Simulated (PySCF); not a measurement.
SMILES NCCC, GFN2-xTB optimised geometry. Atoms within 1.6 Å of the plane z = 1.2 Å (x, y, z in Å): C1 (0.81, -1.35, -0.02), C2 (0.25, 0.07, 0.00), C3 (-1.29, 0.07, 0.00), N4 (-1.90, 1.38, 0.00), H5 (0.48, -1.91, 0.85), H6 (1.90, -1.33, -0.02), H9 (0.60, 0.59, 0.89), H10 (-1.65, -0.47, 0.88), H13 (-1.60, 1.91, 0.82).

Method: PBE/def2-TZVP (PySCF).

Map of the Laplacian of the electron density (e/bohr⁵) on the plane z = 1.2 Å:

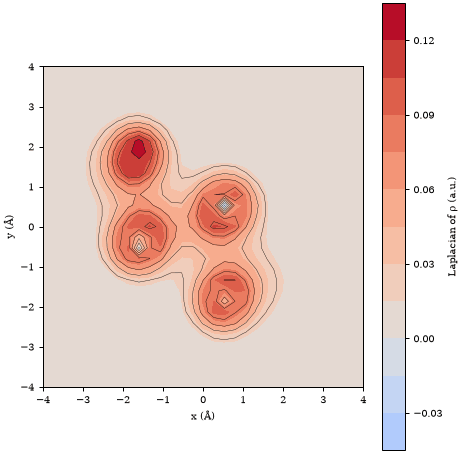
Fig. 1. Laplacian of the electron density (e/bohr⁵) on the plane z = 1.2 Å.
